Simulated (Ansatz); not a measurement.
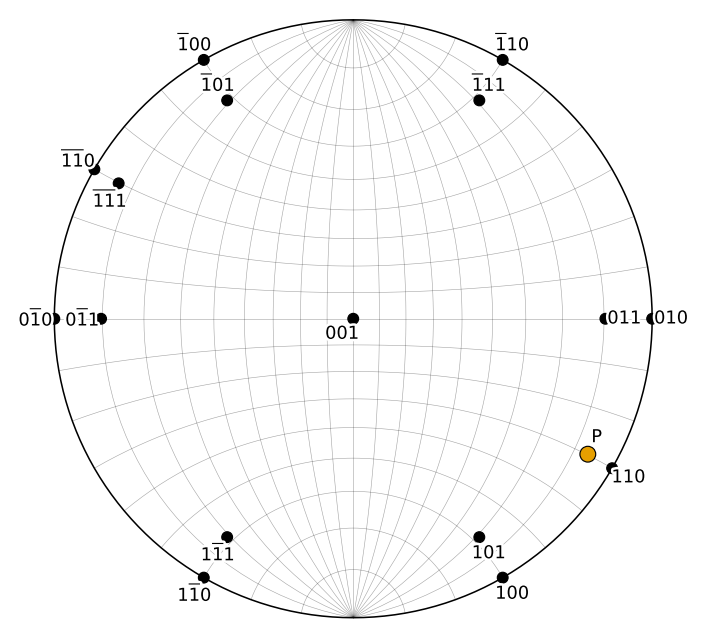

For Lu2PN, coordinates from a relaxation with Ansatz 0.2.0, DFT, PBE, plane waves, PAW; the starting structure was generated, so it need not be a known form of this composition: stereographic projection of plane normals (upper hemisphere) centred on (0 0 1). Symmetry computed with spglib at a tolerance of 0.002 Å; standard conventional cell.

a = 3.593 Å, b = 3.593 Å, c = 18.203 Å, α = 90.00°, β = 90.00°, γ = 120.00°.

Index the pole marked P.

Answer. P is (1 1 1), in four indices (1 1 −2 1), 84.4° from the centre.

What is the angle between the normals of (0 1 0) and (−1 −1 0), and what are their d_hkl = 1/|g|?

Answer. 150.0°; d = 3.112 Å and 1.796 Å.
